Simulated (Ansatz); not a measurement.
The calculation's input:

```
crystal:
  periodic: [false, false, false]
  atoms:
    - { symbol: "N", position_ang: [2.4549, 1.1835, -0.0117] }
    - { symbol: C, position_ang: [1.6319, 0.3775, 0.0984] }
    - { symbol: C, position_ang: [0.5912, -0.6419, 0.2379] }
    - { symbol: Ge, position_ang: [-1.123, 0.0958, -0.3111] }
    - { symbol: Br, position_ang: [-1.6859, 1.8805, 1.0738] }
    - { symbol: H, position_ang: [0.5307, -0.9669, 1.2969] }
    - { symbol: H, position_ang: [0.8393, -1.5131, -0.4025] }
    - { symbol: H, position_ang: [-2.2114, -1.0024, -0.2034] }
    - { symbol: H, position_ang: [-1.0277, 0.5869, -1.7782] }
basis:
  gaussian:
    orbitals: def2-SVP
hamiltonian:
  xc: r2scan0
output:
  orbitals: {}
  forces: true
```

Command:

```sh
python methods.py
```

Not at a stationary point (largest force 0.9 eV/Å).

These are results of SCF r2SCAN0, Gaussian basis (Ansatz), not measurements.

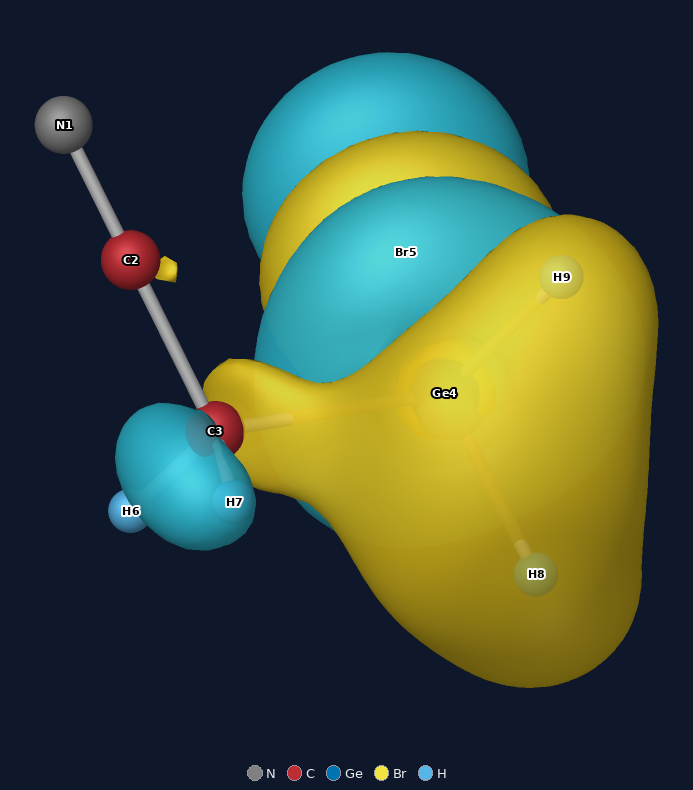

C2H4BrGeN (SMILES N#C[CH2][GeH2][Br]). The LUMO at ±0.1 Å⁻³ᐟ² (yellow and cyan are the two phases), seen at a tilt.

What is the character of this orbital?

It lies mainly on Ge4 (about 45 %), Br5 (about 35 %) and H8 (about 5 %). Its energy is −0.72 eV.
